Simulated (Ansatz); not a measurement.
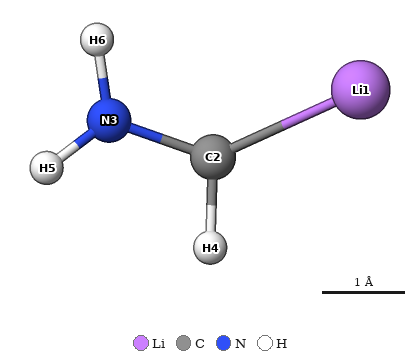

**Figure 1.** The structure (ball-and-stick view, seen at a tilt; atoms are numbered from 1 in the order of the input). Sticks mark near contacts.

**CH$_{3}$LiN: a changed input and its effect**

System: CH$_{3}$LiN, charge −1, SMILES [Li][CH-]N.
Method of the first run: RKS PBE-D4/def2-TZVPPD (Ansatz 0.2.0).

The geometry comes from this level: PBE0-D4/def2-TZVPD. Text and figures count atoms from 1; the logs count them from 0 in places.

**The input, the first run**
```yaml
crystal:
  periodic: [false, false, false]
  atoms:
    - {symbol: Li, position_ang: [-2.309746, -0.549745, 0.328879]}
    - {symbol: C, position_ang: [-0.236764, -0.574954, 0.016589]}
    - {symbol: N, position_ang: [0.659445, 0.434284, 0.178155]}
    - {symbol: H, position_ang: [0.084953, -1.163588, -0.860700]}
    - {symbol: H, position_ang: [1.342256, 0.701619, -0.516469]}
    - {symbol: H, position_ang: [0.459856, 1.152393, 0.853545]}
basis:
  gaussian: {orbitals: "def2-TZVPPD.json"}
total_charge: -1
hamiltonian: {xc: pbe, dispersion: d4}
```

Command:
```bash
ansatz run in.yaml --threads 2 --pin off --events-out ev --progress --plain --max-ram 4352MiB
```

Hardware: 2 threads of Arm Neoverse V2, 95 GiB of memory available, shared host.

**Output (the first run)**
```
Functional definition: PBE
  parameter kappa = 0.804
  parameter beta = 0.06672455060314922
  exchange = pbe_x(kappa = kappa, mu = beta*pi^2/3)
  correlation = pbe_c(beta = beta)
686 factors; their error is unknown
mean field evaluation 1: about -2771.5277 eV, gradient 2.4e1 eV
mean field evaluation 2: about -2757.8014 eV, gradient 6.6e1 eV
mean field evaluation 4: about -2770.8129 eV, gradient 2.3e1 eV
mean field evaluation 8: about -2775.1733 eV, gradient 3.3e-1 eV
mean field evaluation 16: about -2772.7010 eV, gradient 8.6e0 eV
mean field evaluation 32: about -2774.7758 eV, gradient 5.2e-3 eV
mean field -2775.17361406 eV, -101.9857492364 hartree, gradient 2.8e-5 eV, S^2 0.000000; 5 other end points of the search recorded, 0 dependent functions left out
reference -2775.17367511 eV, -101.9857514800 hartree; 10, 10 occupied and 137, 137 virtual orbitals, 686 factors
Total energy: -2775.25999018 eV, -101.9889235004 hartree
```

For the second run the input was changed thus:
```diff
-    - {symbol: Li, position_ang: [-2.309746, -0.549745, 0.328879]}
-    - {symbol: C, position_ang: [-0.236764, -0.574954, 0.016589]}
-    - {symbol: N, position_ang: [0.659445, 0.434284, 0.178155]}
-    - {symbol: H, position_ang: [0.084953, -1.163588, -0.860700]}
-    - {symbol: H, position_ang: [1.342256, 0.701619, -0.516469]}
-    - {symbol: H, position_ang: [0.459856, 1.152393, 0.853545]}
+    - {symbol: Li, position_ang: [-3.613349, -0.183517, 1.041391]}
+    - {symbol: C, position_ang: [0.492262, -0.555957, -0.120424]}
+    - {symbol: N, position_ang: [0.668286, 0.508233, 0.532714]}
+    - {symbol: H, position_ang: [1.349735, -1.021781, -0.616096]}
+    - {symbol: H, position_ang: [-0.481083, -1.053235, -0.225840]}
+    - {symbol: H, position_ang: [-0.228852, 0.813364, 0.932278]}
```

Predict how the results change.

With the same method and basis, the second run lies 30.5 kcal/mol lower.

**Output (the second run)**
```
Functional definition: PBE
  parameter kappa = 0.804
  parameter beta = 0.06672455060314922
  exchange = pbe_x(kappa = kappa, mu = beta*pi^2/3)
  correlation = pbe_c(beta = beta)
686 factors; their error is unknown
mean field evaluation 1: about -2775.0933 eV, gradient 1.5e1 eV
mean field evaluation 2: about -2761.8803 eV, gradient 3.3e1 eV
mean field evaluation 4: about -2776.3112 eV, gradient 7.0e0 eV
mean field evaluation 8: about -2776.4769 eV, gradient 2.9e-1 eV
mean field evaluation 16: about -2776.4656 eV, gradient 5.9e-4 eV
mean field -2776.46556944 eV, -102.0332277209 hartree, gradient 3.1e-5 eV, S^2 0.000000; 1 other end points of the search recorded, 0 dependent functions left out
reference -2776.46560916 eV, -102.0332291805 hartree; 10, 10 occupied and 137, 137 virtual orbitals, 686 factors
Total energy: -2776.58310385 eV, -102.0375470310 hartree
```

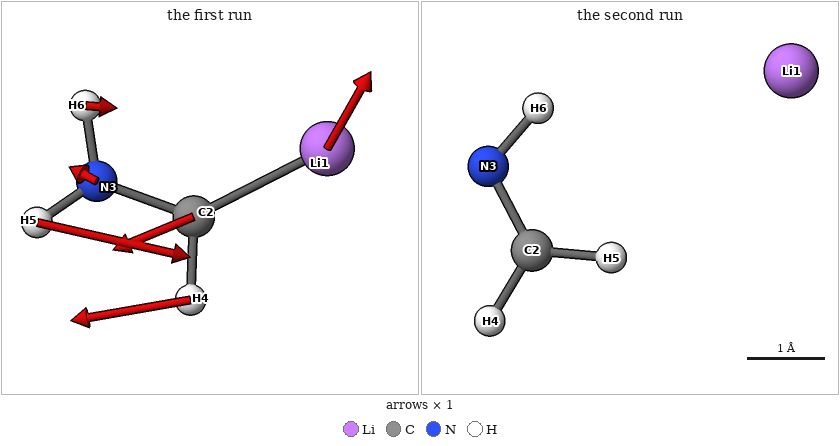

**Figure 2.** The two input geometries at one scale (ball-and-stick view, seen on its broad side). The red arrows on the first give the shifts of the atoms after the best rigid fit, at true length. The atom that moves furthest after the best rigid fit is H5 (2.08 Å). By element the largest moves are H 2.08 Å, Li 1.24 Å, C 1.16 Å, N 0.47 Å. Among the contacts that change: Li1–C2 2.097 → 4.283 Å, N3–H5 1.010 → 2.082 Å, C2–H5 2.099 → 1.098 Å, C2–N3 1.359 → 1.261 Å.

**The two runs side by side**

```csv
quantity,the first run,the second run
outcome,converged,converged
total energy (hartree),−101.988924,−102.037547
basis functions,147,147
wall time (shared host),4 s,1.6 s
```
